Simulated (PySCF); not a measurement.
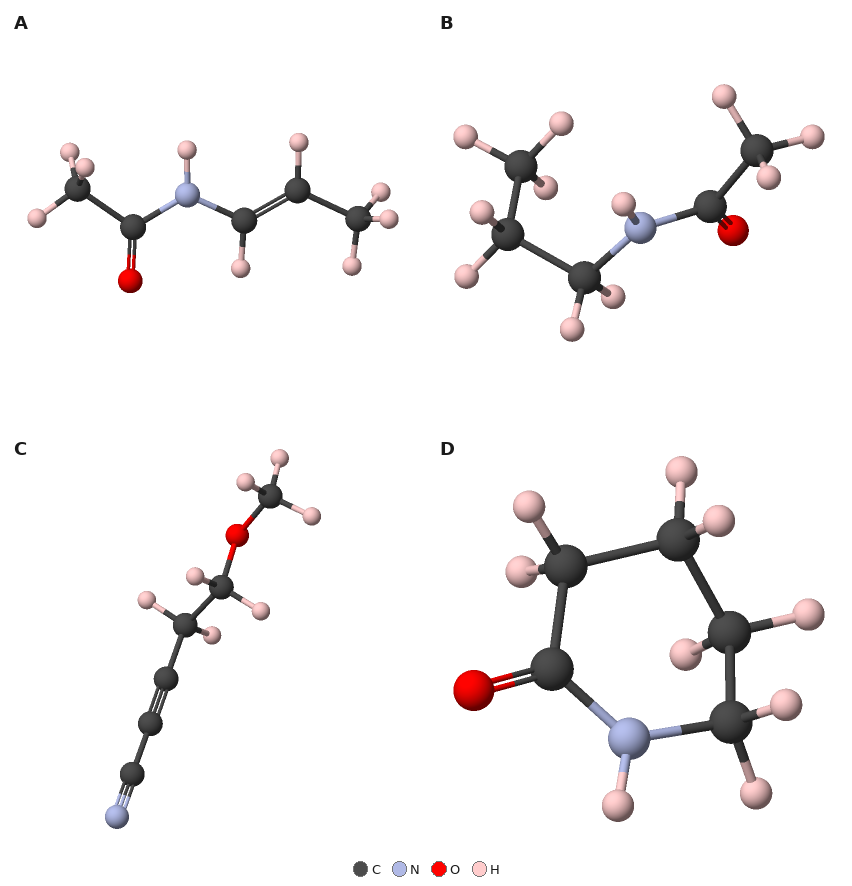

Figure made from data computed with PySCF.

Match each picture to its SMILES.
(1) COCCC#CC#N
(2) CCCNC(C)=O
(3) O=C1CCCCN1
(4) C/C=C/NC(C)=O

A is (4), B is (2), C is (1), D is (3).
